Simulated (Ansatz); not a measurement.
The parent structure is Na in the bcc (W type) structure (space group Im-3m, No. 229; a = 4.2220 Å).

It is then changed as follows: a fraction x = 0.5 of the Na sites is given to H, ordered in a cell of 4 atoms (starting symmetry Imma) and fully relaxed.

Level of theory: r2SCAN, PAW, 500 eV (Ansatz, a program for electronic structure; no SOC).

The zone is the changed cell's own and can be folded.

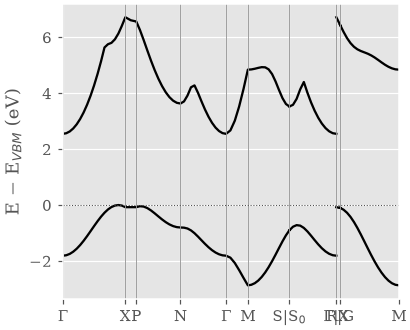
Figure: Highest valence and lowest conduction band along the path of the changed cell's own zone

### Question
Read the changed gap and its character from the plot.

### Answer
About 2.5 eV, indirect, Γ–X (89 % along) → Γ.

These are small ordered cells, not random alloys; other orderings at the same x differ. No phonon test of stability was made. Under x(H) = 0.5, 4 atoms, Imma the cell changed shape so far that it is another structure. k-point labels follow each cell's own Brillouin zone.
